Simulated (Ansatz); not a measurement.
C$_{2}$H$_{7}$FO$_{2}$Si$_{2}$

Input

```
crystal:
  periodic: [false, false, false]
  atoms:
    - {symbol: C, position_ang: [2.232125, -0.437665, 3.261263]}
    - {symbol: C, position_ang: [2.984260, -0.864634, 1.964857]}
    - {symbol: F, position_ang: [2.413234, 1.296925, 0.123476]}
    - {symbol: O, position_ang: [-0.468235, 0.852010, 3.618729]}
    - {symbol: O, position_ang: [0.444997, -0.172606, 1.205246]}
    - {symbol: Si, position_ang: [0.368227, -0.374249, 2.881262]}
    - {symbol: Si, position_ang: [1.962153, -0.218820, 0.518132]}
    - {symbol: H, position_ang: [-0.216227, 1.762329, 3.422713]}
    - {symbol: H, position_ang: [-0.392704, -1.597545, 3.222631]}
    - {symbol: H, position_ang: [2.540722, 0.581695, 3.556308]}
    - {symbol: H, position_ang: [2.476617, -1.087849, 4.117464]}
    - {symbol: H, position_ang: [4.032994, -0.525529, 1.953258]}
    - {symbol: H, position_ang: [3.014511, -1.966768, 1.886505]}
    - {symbol: H, position_ang: [1.961461, -0.995413, -0.741049]}
basis:
  gaussian:
    orbitals: def2-SVPD
hamiltonian:
  xc: pbe0
output:
  forces: true
  orbitals: {seedname: orbitals}
```

Launched as:

```sh
ansatz run input.yaml --threads 4 --pin off --max-ram 7830MiB --events-out events.jsonl --progress --plain --runs-dir runs
```

Geometry: B3LYP/def2-SVP.

Computed with Ansatz, isolated molecule in a Gaussian basis; Kohn-Sham density functional theory, functional PBE0.

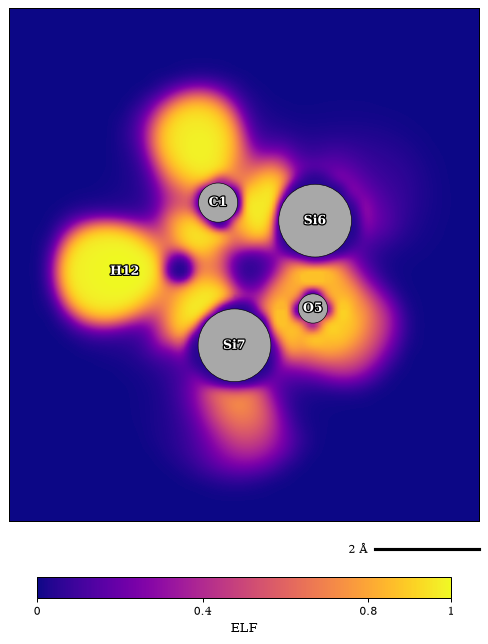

Figure 1. ELF on the plane of atoms Si6, O5 and Si7. Grey discs cover the atomic cores.

Q: Read the bonding off the picture.

A:
- The section cuts through C, O, Si and H sites.
- Si–O (1.67 Å): the ELF peaks at about 0.85 between the atoms: a shared but strongly polarised pair.
- C–Si (1.90 Å): the ELF peaks at about 0.95 between the atoms, as expected for localised, covalent bonding.
- The ELF also peaks beside O5, away from the bonds: lone-pair regions.

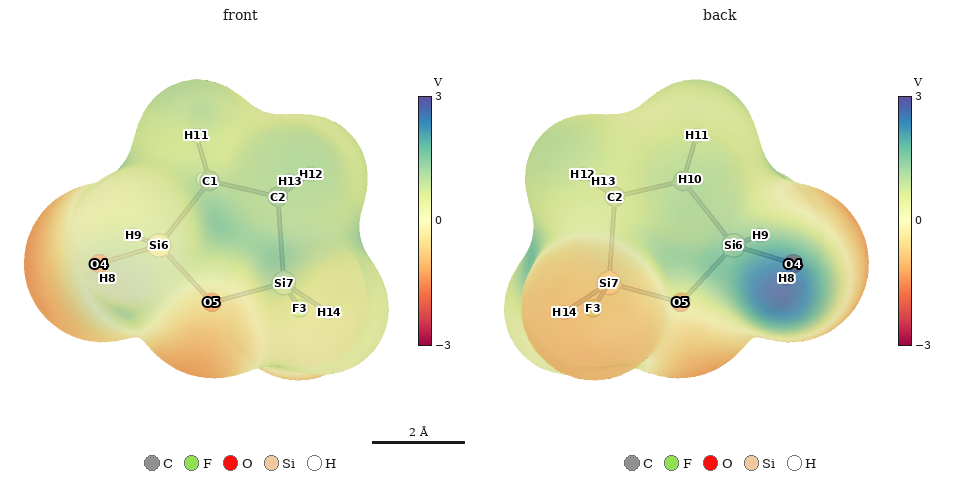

Figure 2. The molecular electrostatic potential painted on the density surface at 0.002 e/bohr³, seen from the front and from behind; the colour scale runs from red (negative) to blue (positive).

Q: Describe the electrostatic potential map.

A: The most negative region (about −1.3 V, or −30 kcal/mol for a unit charge) lies over O4, the most positive (about +2.6 V, or +60 kcal/mol for a unit charge) over H8. O4 is the likeliest acceptor of a hydrogen bond.

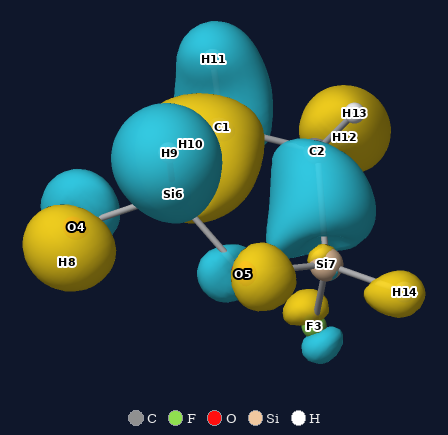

Figure 3. The HOMO at ±0.1 Å⁻³ᐟ² (yellow and cyan are the two phases), seen at a tilt.

Q: Where does this orbital lie, and at what energy?

A: Its weight (Hirshfeld) is mainly on C1 (about 25 %), Si6 (about 15 %), O4 (about 15 %), C2 (about 10 %), H9 (about 10 %) and Si7 (about 5 %). Its energy is −8.37 eV.
